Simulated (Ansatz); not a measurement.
# H₂ (singlet): from Hartree-Fock to the top rungs, cc-pVTZ

Aim: climb from Hartree-Fock through coupled cluster and multireference methods for H₂ (singlet) at one geometry and basis, and see what each rung misses.

Method: cc-pVTZ, core rule «outside noble gas», up to 0 orbitals frozen; program: Ansatz 0.2.0, Gaussian basis.

To be run: UHF; CCSD(T) on RHF; BCCD(T) on RHF; CASSCF and MRCISD+Q, 2 electrons in 2 orbitals; CASSCF and NEVPT2, 2 electrons in 2 orbitals; Full CI.

12 further runs of the same task are left out: 3 that didn't finish, 9 set aside as unsound or not needed.

## Step 1: The geometry

The geometry is an MP2(full)/6-31G* stationary point (not a proven minimum).

2 atoms, charge 0, spin multiplicity 1.

Atoms are counted from 1 here; the program's logs count them from 0.

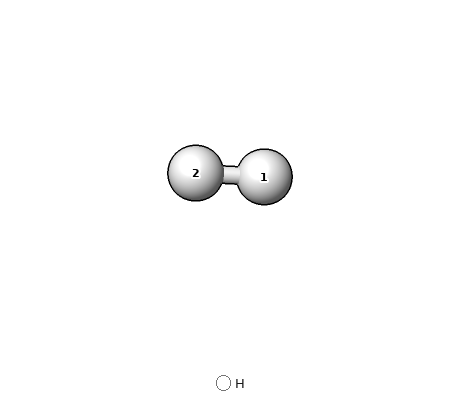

The structure; hydrogen white; atoms are numbered from 1 in the order of the file.

In the tables R marks a restricted determinant and U an unrestricted one; 'valence' is the active space of 2 electrons in 2 orbitals; energies count from the table's Hartree-Fock row.

## Step 2: UHF

File in.yaml:

```yaml
crystal:
  periodic: [false, false, false]
  atoms:
    - {symbol: H, position_ang: [0.000000, 0.000000, 0.000000]}
    - {symbol: H, position_ang: [0.000000, 0.000000, 0.737166]}
basis:
  gaussian: {orbitals: cc-pVTZ}
magnetization: {spin_polarized: true, initial_magnetization: 0}
hamiltonian: {xc: hf}
output: {orbitals: {seedname: orbitals}}
```

Run with:

```
> ansatz run in.yaml --threads 1 --pin off --events-out ev --progress --plain --max-ram 2393MiB
```

What it wrote:

```text
Functional definition: HF
  name "HF"
  cite "Fock, Z. Phys. 61, 126 (1930) doi:10.1007/BF01340294"
  parent pbe
  exchange = exact_x
  correlation = 0
120 factors; their error is unknown
mean field evaluation 1: about -30.7508 eV, gradient 2.6e0 eV
mean field evaluation 2: about -30.8272 eV, gradient 5.2e-1 eV
mean field evaluation 4: about -30.8301 eV, gradient 6.1e-2 eV
mean field evaluation 8: about -30.7503 eV, gradient 2.6e0 eV
mean field -30.83007823 eV, -1.1329844774 hartree, gradient 4.0e-6 eV, S^2 0.000000; 0 other end points of the search recorded, 0 dependent functions left out
reference -30.83007823 eV, -1.1329844774 hartree; 1, 1 occupied and 27, 27 virtual orbitals, 120 factors
Total energy: -30.83007823 eV, -1.1329844774 hartree
```

Run time: 0.03 s. Hardware: 1 thread of Intel Xeon 6975P-C, shared host.

From the report: ⟨S²⟩ of the determinant 0.000 (pure singlet: 0.00).

The unrestricted search falls back on the restricted solution.

## Step 3: CCSD(T) on RHF

File in.yaml:

```yaml
crystal:
  periodic: [false, false, false]
  atoms:
    - {symbol: H, position_ang: [0.000000, 0.000000, 0.000000]}
    - {symbol: H, position_ang: [0.000000, 0.000000, 0.737166]}
basis:
  gaussian: {orbitals: cc-pVTZ}
magnetization: {spin_polarized: false}
correlation: {method: ccsd_t, electrons: outside_noble_gas}
output: {forces: true}
```

The command is unchanged.

What it wrote (excerpt; [...] marks lines left out):

```text
Functional definition: HF
  name "HF"
  cite "Fock, Z. Phys. 61, 126 (1930) doi:10.1007/BF01340294"
  parent pbe
[...]
145 factors; integrals over basis functions are off by at most 1.0e-3 eV
[...]
mean field -30.83007550 eV, -1.1329843772 hartree, gradient 4.2e-7 eV, S^2 0.000000; 0 other end points of the search recorded, 0 dependent functions left out
reference -30.83007550 eV, -1.1329843772 hartree; 1, 1 occupied and 27, 27 virtual orbitals, 145 factors
second order -0.86165318 eV of doubles, -0.00000000 eV of singles
cycle   1  -1.00558940 eV  change   -1.4e-1 eV  update   2.6e-2
[...]
cycle   7  -1.07029218 eV  change    7.4e-7 eV  update   4.1e-7
perturbative correction -0.00000000 eV, -0.0000000000 hartree
[...]
Total energy: -31.90036768 eV, -1.1723168895 hartree
Atom 0 at     0.000000     0.000000     0.000000 Å, force    -0.000000    -0.000000    -0.200151 eV/Å
Atom 1 at     0.000000     0.000000     0.737166 Å, force     0.000000     0.000000     0.200151 eV/Å
Dipole moment:     0.000000     0.000000    -0.000000 e Å
```

Run time: 0.12 s. Hardware: 1 thread of Intel Xeon 6975P-C, shared host.

From the report: correlation -1.0703 eV; T1 0.006; largest double amplitude 0.06.

## Step 4: BCCD(T) on RHF

Changes to in.yaml since step 3:

```diff
@@ -8,3 +8,2 @@
 magnetization: {spin_polarized: false}
-correlation: {method: ccsd_t, electrons: outside_noble_gas}
-output: {forces: true}
+correlation: {method: bccd_t, electrons: outside_noble_gas}
```

The command is unchanged.

What it wrote (excerpt; [...] marks lines left out):

```text
Functional definition: HF
  name "HF"
  cite "Fock, Z. Phys. 61, 126 (1930) doi:10.1007/BF01340294"
  parent pbe
[...]
145 factors; integrals over basis functions are off by at most 1.0e-3 eV
[...]
mean field -30.83007550 eV, -1.1329843772 hartree, gradient 4.2e-7 eV, S^2 0.000000; 0 other end points of the search recorded, 0 dependent functions left out
reference -30.83007550 eV, -1.1329843772 hartree; 1, 1 occupied and 27, 27 virtual orbitals, 145 factors
second order -0.86165318 eV of doubles, -0.00000000 eV of singles
cycle   1  -1.00623125 eV  change   -1.4e-1 eV  update   2.6e-2
[...]
cycle   7  -1.07029245 eV  change    2.8e-7 eV  update   3.8e-7
perturbative correction -0.00000000 eV, -0.0000000000 hartree
Total energy: -31.90036795 eV, -1.1723168993 hartree
```

Wall time 0.09 s (1 thread of Intel Xeon 6975P-C, shared host).

From the report: correlation -1.0703 eV; largest double amplitude 0.06.

## Step 5: CASSCF and MRCISD+Q, 2 electrons in 2 orbitals

File in.yaml:

```yaml
crystal:
  periodic: [false, false, false]
  atoms:
    - {symbol: H, position_ang: [0.000000, 0.000000, 0.000000]}
    - {symbol: H, position_ang: [0.000000, 0.000000, 0.737166]}
basis:
  gaussian: {orbitals: cc-pVTZ}
correlation: {method: fic_mrcisd_q, electrons: outside_noble_gas, active_space: {window: {electrons: 2, orbitals: 2}, shells: [{species: H, l: s, shell: 1}]}}
```

The command is unchanged.

What it wrote (excerpt; [...] marks lines left out):

```text
Functional definition: HF
  name "HF"
  cite "Fock, Z. Phys. 61, 126 (1930) doi:10.1007/BF01340294"
  parent pbe
[...]
270 factors; integrals over basis functions are off by at most 1.8e-7 eV
[...]
mean field -30.83007479 eV, -1.1329843512 hartree, gradient 4.6e-7 eV, S^2 0.000000; 0 other end points of the search recorded, 0 dependent functions left out
reference -30.83007479 eV, -1.1329843512 hartree; 1, 1 occupied and 27, 27 virtual orbitals, 270 factors
state -31.32961677 eV, -1.1513421801 hartree
contracted CI cycle   1: correlation 0.00000000 eV, 0.0000000000 hartree, residual 7.84e0 eV
contracted CI cycle   2: correlation -0.54386209 eV, -0.0199865632 hartree, residual 1.76e0 eV
contracted CI cycle   3: correlation -0.56662346 eV, -0.0208230282 hartree, residual 2.73e-1 eV
contracted CI cycle   4: correlation -0.56753094 eV, -0.0208563774 hartree, residual 6.64e-2 eV
contracted CI cycle   5: correlation -0.56757313 eV, -0.0208579276 hartree, residual 1.17e-2 eV
contracted CI cycle   6: correlation -0.56757452 eV, -0.0208579787 hartree, residual 2.50e-3 eV
contracted CI cycle   7: correlation -0.56757457 eV, -0.0208579808 hartree, residual 3.50e-4 eV
state -31.32961677 eV, -1.1513421801 hartree; corrected -31.90162207 eV, -1.1723629872 hartree
Total energy: -31.90162207 eV, -1.1723629872 hartree
Checks for a lower state left out: starts, orbital_swaps
```

Run time: 0.12 s. Hardware: 1 thread of Intel Xeon 6975P-C, shared host.

From the report: 2 determinants; active occupations 1.98, 0.02.

## Step 6: CASSCF and NEVPT2, 2 electrons in 2 orbitals

File in.yaml:

```yaml
crystal:
  periodic: [false, false, false]
  atoms:
    - {symbol: H, position_ang: [0.000000, 0.000000, 0.000000]}
    - {symbol: H, position_ang: [0.000000, 0.000000, 0.737166]}
basis:
  gaussian: {orbitals: cc-pVTZ}
correlation: {method: sc_nevpt2, electrons: outside_noble_gas, active_space: {window: {electrons: 2, orbitals: 2}, shells: [{species: H, l: s, shell: 1}]}}
```

The command is unchanged.

What it wrote:

```text
Functional definition: HF
  name "HF"
  cite "Fock, Z. Phys. 61, 126 (1930) doi:10.1007/BF01340294"
  parent pbe
  exchange = exact_x
  correlation = 0
270 factors; integrals over basis functions are off by at most 1.8e-7 eV
mean field evaluation 1: about -30.7514 eV, gradient 3.7e0 eV
mean field evaluation 2: about -30.7499 eV, gradient 3.7e0 eV
mean field evaluation 4: about -30.8302 eV, gradient 6.0e-2 eV
mean field evaluation 8: about -30.8301 eV, gradient 2.8e-7 eV
mean field -30.83007479 eV, -1.1329843512 hartree, gradient 4.6e-7 eV, S^2 0.000000; 0 other end points of the search recorded, 0 dependent functions left out
reference -30.83007479 eV, -1.1329843512 hartree; 1, 1 occupied and 27, 27 virtual orbitals, 270 factors
state -31.32961677 eV, -1.1513421801 hartree
state -31.32961677 eV, -1.1513421801 hartree; corrected -31.72596186 eV, -1.1659075936 hartree
Total energy: -31.72596186 eV, -1.1659075936 hartree
Checks for a lower state left out: starts, orbital_swaps
```

It took 0.06 s on 1 thread of Intel Xeon 6975P-C, shared host.

From the report: 2 determinants; active occupations 1.98, 0.02.

## Step 7: Full CI

File in.yaml:

```yaml
crystal:
  periodic: [false, false, false]
  atoms:
    - {symbol: H, position_ang: [0.000000, 0.000000, 0.000000]}
    - {symbol: H, position_ang: [0.000000, 0.000000, 0.737166]}
basis:
  gaussian: {orbitals: cc-pVTZ}
correlation: {method: fci, electrons: outside_noble_gas}
```

Launched as before.

What it wrote:

```text
Functional definition: HF
  name "HF"
  cite "Fock, Z. Phys. 61, 126 (1930) doi:10.1007/BF01340294"
  parent pbe
  exchange = exact_x
  correlation = 0
270 factors; integrals over basis functions are off by at most 1.8e-7 eV
mean field evaluation 1: about -30.7514 eV, gradient 3.7e0 eV
mean field evaluation 2: about -30.7499 eV, gradient 3.7e0 eV
mean field evaluation 4: about -30.8302 eV, gradient 6.0e-2 eV
mean field evaluation 8: about -30.8301 eV, gradient 2.8e-7 eV
mean field -30.83007479 eV, -1.1329843512 hartree, gradient 4.6e-7 eV, S^2 0.000000; 0 other end points of the search recorded, 0 dependent functions left out
reference -30.83007479 eV, -1.1329843512 hartree; 1, 1 occupied and 27, 27 virtual orbitals, 270 factors
state -31.90036357 eV, -1.1723167384 hartree
Total energy: -31.90036357 eV, -1.1723167384 hartree
```

Wall time 0.06 s (1 thread of Intel Xeon 6975P-C, shared host).

From the report: 136 determinants, symmetry Ag.

## Step 8: Natural occupations

Natural occupations of the FCI state about the gap (report; correlated orbitals 1 to 10): 1.965, 0.020, 0.006, 0.004, 0.004, 0.000, 0.000, 0.000, 0.000, 0.000. The count of effectively unpaired electrons, Σ n²(2 − n)², is 0.01; a single determinant of this spin has 0.

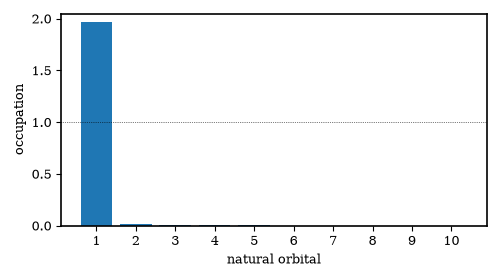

Natural occupations of the FCI state.

## Step 9: All levels against the top one

The yardstick is full CI for this spin, exact in this basis with these frozen cores. Rows without a time come out of other runs: HF, MP2 and CCSD of CCSD(T), CCSDT of CCSDT(Q), CASSCF and MRCISD of the multireference runs. The times of RCCSD(T) include forces.

Differences are taken before rounding.

| method | energy from the lowest RHF (meV) | from FCI (meV) | time |
| --- | --- | --- | --- |
| RHF | 0.0 | +1070.3 |  |
| RMP2 | -861.7 | +208.6 |  |
| RCCSD | -1070.3 | 0.0 |  |
| RCCSD(T) | -1070.3 | 0.0 | 0.12 s |
| BCCD(T) | -1070.3 | 0.0 | 0.09 s |
| CASSCF valence | -499.5 | +570.7 |  |
| NEVPT2 valence | -895.9 | +174.4 | 0.06 s |
| MRCISD valence | -1067.1 | +3.2 |  |
| MRCISD+Q valence | -1071.5 | -1.3 | 0.12 s |
| FCI | -1070.3 | 0 | 0.06 s |

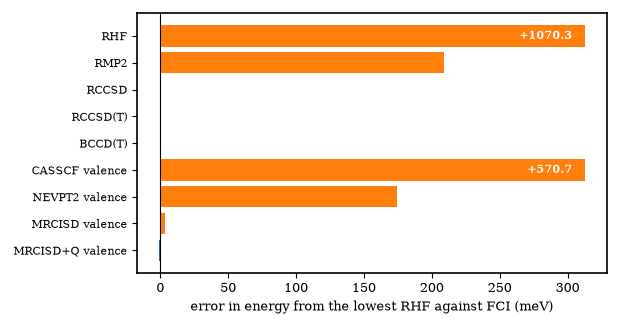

Deviations from FCI, method by method. Bars with a number in them are cut short.

With the free atoms at the same levels and basis (separate runs), the atomisation energy is 4.699 eV at FCI, 4.699 eV at RCCSD(T), 3.629 eV at RHF.

## Step 10: Results

| quantity | value |
| --- | --- |
| FCI below the RHF energy | -1.0703 eV |
| RMP2 from FCI | +208.6 meV |
| RCCSD from FCI | 0.0 meV |
| RCCSD(T) from FCI | 0.0 meV |
| NEVPT2 valence from FCI | +174.4 meV |
| MRCISD+Q valence from FCI | -1.3 meV |
| levels within 1 kcal/mol (43 meV) | RCCSD, RCCSD(T), BCCD(T), MRCISD valence, MRCISD+Q valence |
| T1 diagnostic | 0.006 |
| effectively unpaired electrons | 0.01 |

RCCSD(T) misses by 0.0 meV, 0.0 % of the correlation energy. One determinant dominates. Of the multireference levels listed MRCISD+Q valence comes nearest in total energy (-1.3 meV), which doesn't show that its space is the better one. These misses are within one basis, not against nature. With two correlated electrons CCSD is exact in the basis.
